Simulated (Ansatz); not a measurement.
CH$_{6}$FOPSi: several calculations on one system

Part 1: Relaxation

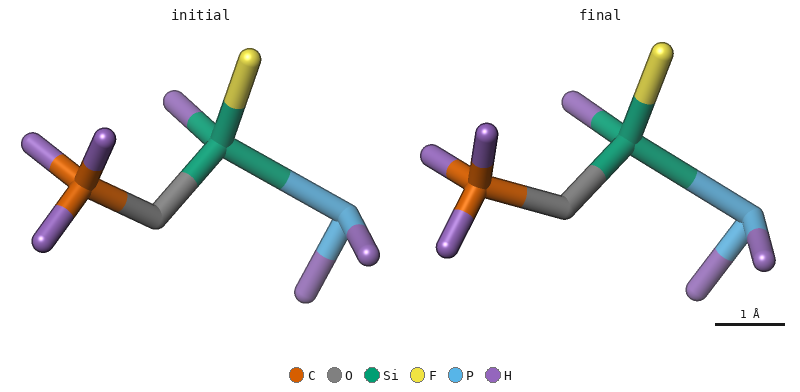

The structure of CH6FOPSi before (left) and after (right) a relaxation, at one scale.

Style: stick. Shown at a tilt.

The run prepares an end point of a later path (inversion) calculation, from a guessed geometry.

Method: RKS PBE0-D4/def2-SVP in Ansatz 0.2.0. Set-up: no spin polarisation; force threshold 0.015 eV/Å; at most 40 steps.

Question: What changed between the two?

Answer: The energy falls by 0.255 eV in 8 geometry steps. The largest force component goes from 2.4 to 0.012 eV/Å. The largest moves after the best rigid fit, 0.27 Å, are those of O and H atoms. By element the largest moves are H 0.27 Å, O 0.27 Å, F 0.21 Å, Si 0.12 Å, P 0.09 Å, C 0.08 Å. Near-neighbour distances that change, for instance: C–O 1.352 → 1.406 Å, H–P 1.375 → 1.430 Å, C–H 1.148 → 1.105 Å, H–Si 1.469 → 1.491 Å. Among the angles between lasting bonds that change: C–O–Si 117.0° → 125.5°, Si–P–H 97.0° → 91.4°, Si–P–H 95.7° → 91.9°. The run took 16 s on 2 threads of Intel(R) Xeon(R) 6975P-C (Granite Rapids) (shared host), peak memory 0.25 GiB.

Part 2: Relaxation

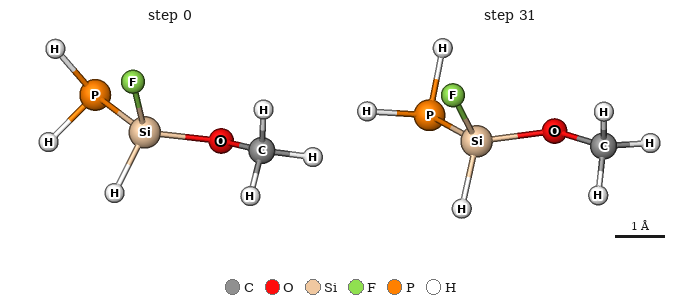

The structure of CH$_{6}$FOPSi before (left) and after (right) a relaxation, at one scale.

Style: ball-and-stick. Shown at a tilt.

The run prepares an end point of a later path (inversion) calculation, from a guessed geometry.

Method: RKS PBE0-D4/def2-SVP in Ansatz 0.2.0.

The input:
```yaml
crystal:
  periodic: [false, false, false]
  atoms:
    - { symbol: C, position_ang: [-1.4889, 0.8654, -0.4982] }
    - { symbol: O, position_ang: [-0.6378, -0.177, -0.3732] }
    - { symbol: Si, position_ang: [0.8719, 0.1577, 0.1449] }
    - { symbol: F, position_ang: [0.8734, 1.1141, 1.4408] }
    - { symbol: P, position_ang: [1.8524, -1.76, 0.7016] }
    - { symbol: H, position_ang: [-2.4875, 0.5315, -0.8853] }
    - { symbol: H, position_ang: [-1.7044, 1.3946, 0.459] }
    - { symbol: H, position_ang: [-1.1323, 1.6634, -1.2417] }
    - { symbol: H, position_ang: [1.6738, 0.856, -0.8681] }
    - { symbol: H, position_ang: [2.97007, -1.61069, -0.08573] }
    - { symbol: H, position_ang: [2.46833, -1.26171, 1.90667] }
basis:
  gaussian: { orbitals: def2-SVP }
hamiltonian:
  xc: pbe0
  dispersion: d4
relax:
  f_tol: 0.015
  max_steps: 40
```

Command:
```bash
ansatz run input.yaml --threads 2 --pin off --max-ram 3072MiB --backend cpu --events-out ev --progress --plain --runs-dir out
```

What changed between the two?

Answer. The energy falls by 7.24 kcal/mol in 26 accepted moves (31 points after the start). The largest force component goes from 2.4 to 0.0099 eV/Å. The line search rejected the trial steps at points 9, 12, 16, 20, 23 of the run. The forces were under the threshold at step 6, but the run went on from there. H11 moves most after the best rigid fit: 1.15 Å. By element the largest moves are H 1.15 Å, F 0.50 Å, P 0.45 Å, O 0.29 Å, Si 0.25 Å, C 0.10 Å. Near-neighbour distances that change, for instance: P5–H10 1.375 → 1.430 Å, C1–O2 1.352 → 1.405 Å, C1–H8 1.148 → 1.105 Å, Si3–H9 1.469 → 1.491 Å. Among the angles between lasting bonds that change: C1–O2–Si3 117.0° → 125.8°, Si3–P5–H10 97.0° → 92.2°, F4–Si3–P5 108.1° → 112.4°. Groups turn about Si3–P5 by about 65°. Cost: 51 s on 2 threads of Intel(R) Xeon(R) 6975P-C (Granite Rapids), on a shared host, peak memory 0.25 GiB.

Part 3: Path

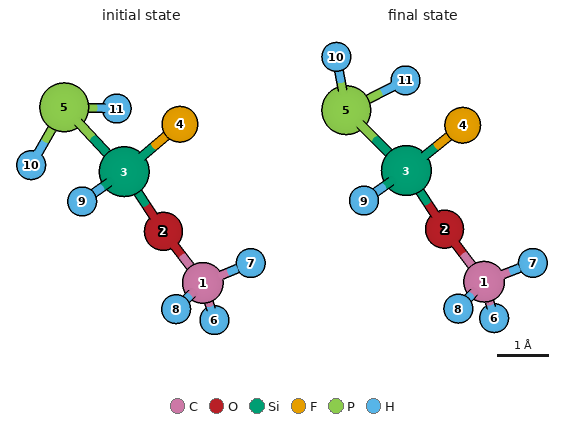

The two relaxed end points of a path for CH$_{6}$FOPSi. Style: ball-and-stick. Shown from a free direction.

Method: RKS PBE0-D4/def2-SVP (Ansatz).

Set-up: 9 movable images; climbing image; force threshold 0.05 eV/Å; iteration limit 60.

Start:
```xyz
11

C    -1.5530    0.9070   -0.5310
O    -0.6559   -0.0943   -0.1191
Si    0.9340    0.1370    0.2490
F     1.0391    1.0886    1.5638
P     1.9033   -1.8270    0.7212
H    -2.4789    0.4268   -0.8800
H    -1.8066    1.5871    0.2997
H    -1.1453    1.5114   -1.3621
H     1.6235    0.8663   -0.8534
H     1.4495   -2.3873   -0.5133
H     0.7555   -2.2728    1.4458
```

End:
```xyz
11

C    -1.6445    1.0537   -0.5047
O    -0.8427   -0.0755   -0.2685
Si    0.7813   -0.0641    0.0010
F     1.0876    0.7433    1.3809
P     1.3936   -2.2142    0.1175
H    -2.6345    0.7165   -0.8454
H    -1.7782    1.6521    0.4126
H    -1.2168    1.7077   -1.2864
H     1.5039    0.6847   -1.0670
H     2.6579   -1.8790    0.6950
H     0.7577   -2.3823    1.3857
```

Predict the minimum-energy path and its barrier.

The highest point, image 4, lies 0.97 eV above the start and 0.99 eV above the end; the end is at −0.02 eV relative to the start. The motion is an umbrella inversion at P5. No bond forms or breaks between the ends. Bond angles that change up to the highest image, for instance: Si3–P5–H11 91.9° → 125.0°, Si3–P5–H10 91.4° → 121.5°. The band converged in 30 iterations. The largest component of the band force went from 35 to 0.037 eV/Å. The climbing image converged on the top of the path. Its vibrational analysis gives one imaginary mode (657i cm⁻¹), as a transition state must have.

Energies of the converged images:

```csv
image,path (Å),E (eV)
0,0.00,0.000
1,0.70,0.010
2,1.41,0.032
3,2.11,0.154
4,2.81,0.971
5,3.13,0.668
6,3.44,0.238
7,3.76,0.055
8,4.08,-0.008
9,4.39,-0.018
10,4.71,-0.019
```

The geometry at the top of the path:

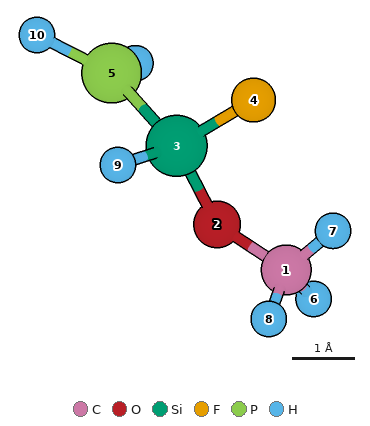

The run took 6.2 min on 2 threads of Intel(R) Xeon(R) 6975P-C (Granite Rapids) (shared host), peak memory 0.27 GiB.
